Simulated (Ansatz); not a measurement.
Bands of a (8,0) carbon nanotube, along its axis.

All values below come from PBE (plane waves to 420 eV, PAW; Ansatz, an electronic-structure program). Mesh 1×1×18. No spin polarisation. One-dimensional cell, images about 11 Å apart. An idealised model, rolled from the flat sheet. Symmetry and one short period hold its shape; lower forms weren't sought.

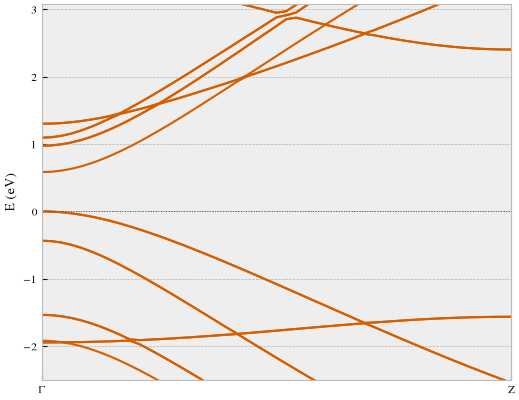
Figure: Bands from the zone centre to the zone edge (period 4.27 Å); the dotted line marks the highest filled level

Q: Is it a metal or a semiconductor at this level? Give what the bands show.

A: A semiconductor in PBE.
```
Quantity                Result
--------  --------------------
PBE gap   0.58 eV, direct at Γ
```
